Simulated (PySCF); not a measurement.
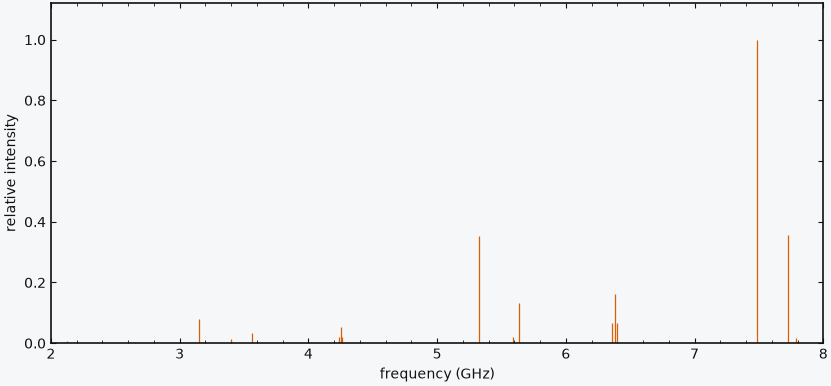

C₂H₃ClSe, SMILES ClCC=[Se]. Simulated rotational absorption lines between 2 and 8 GHz at 1.5 K: rigid rotor with the equilibrium constants and dipole of one optimised conformer (PBE0-D3(BJ)/def2-SVP, PySCF), commonest isotopes; no centrifugal distortion, hyperfine structure, internal rotation or nuclear-spin weights; lines within 1 MHz of each other are summed.

> What are the rotational constants, and what kind of rotor is it?

Rotational constants A, B, C = 23.55, 1.069, 1.057 GHz; Ray's κ = −1.00, a near-prolate asymmetric top.

> Which dipole components drive the lines?

|μa|, |μb|, |μc| = 0.21, 1.07, 0.62 D; b-type lines carry 61 % of the intensity in this range.

Caveats: coarse grid, loose stop and no frequency check, small forces are noise and the end may be a saddle.
